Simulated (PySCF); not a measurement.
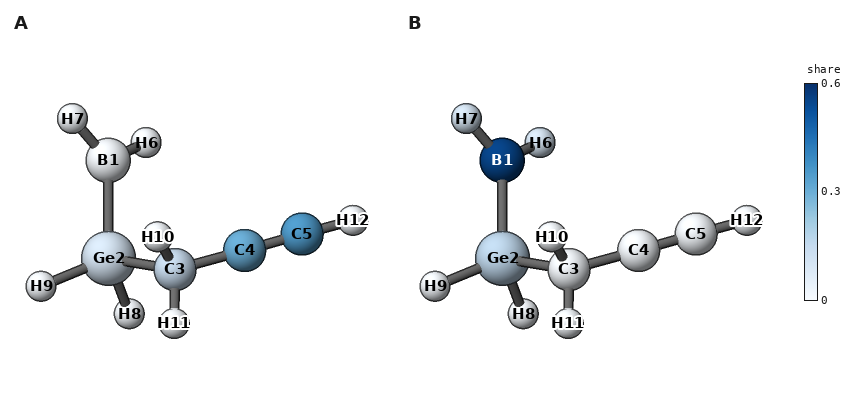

Each panel colours the atoms by their Löwdin share in one orbital (up to four of the largest shares; other atoms are shown as zero). The geometry was computed by an optimisation with GFN2-xTB. No frequency run is at hand to confirm it as a minimum. Method: PBE0/def2-SVPD (PySCF 2.14.0).

**The panels show the HOMO, LUMO, in some order. Which is which?**

A: HOMO, −7.33 eV; C5 0.35, C4 0.30, C3 0.14, Ge2 0.09
B: LUMO, −2.62 eV; B1 0.55, Ge2 0.16, H7 0.09, H6 0.09

The geometry is semi-empirical. Around B, Ge such bond lengths and angles can be off by a tenth of an ångström or more and by several degrees, and values that hang on the shape move with them.
